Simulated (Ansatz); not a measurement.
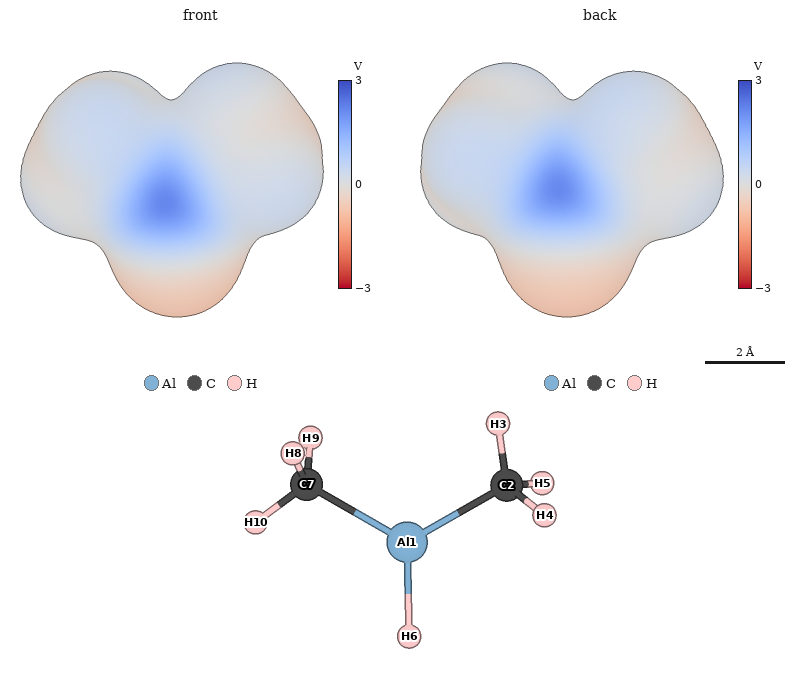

*C2H7Al. The molecular electrostatic potential painted on the density surface at 0.001 e/bohr³, seen from the front and from behind; red is negative and blue positive. The bare structure is drawn below in the same view.*

Level of theory: RKS revPBE-D4/def2-SVP in Ansatz.

The calculation's input:

```
crystal:
  periodic: [false, false, false]
  atoms:
    - { symbol: Al, position_ang: [0.0, 0.0, 0.0] }
    - { symbol: C, position_ang: [0.0, 0.0, 1.97] }
    - { symbol: H, position_ang: [-0.9996, -0.3092, 2.3405] }
    - { symbol: H, position_ang: [0.7676, -0.7111, 2.3405] }
    - { symbol: H, position_ang: [0.232, 1.0203, 2.3405] }
    - { symbol: H, position_ang: [1.351, 0.0, -0.78] }
    - { symbol: C, position_ang: [-1.706, 0.0, -0.985] }
    - { symbol: H, position_ang: [-2.2662, -0.9305, -0.7558] }
    - { symbol: H, position_ang: [-2.3102, 0.8797, -0.6796] }
    - { symbol: H, position_ang: [-1.5043, 0.0508, -2.0753] }
basis:
  gaussian: { orbitals: def2-SVP }
hamiltonian:
  xc: revpbe
  dispersion: d4
relax:
  f_tol: 0.02
  max_steps: 40
output:
  orbitals: {}
```

Launched as:

```sh
ansatz run input.yaml --threads 2 --pin off --max-ram 3072MiB --backend cpu --events-out ev --progress --plain --runs-dir out
```

The fields are those of the run's last geometry, not of the input's.

### Which sites attract a positive test charge, and which a negative one?

A positive charge is drawn to the negative regions and a negative charge to the positive ones. The most negative region (about −0.7 V, or −16 kcal/mol for a unit charge) lies over H6, the most positive (about +2.1 V, or +48 kcal/mol for a unit charge) over Al1.
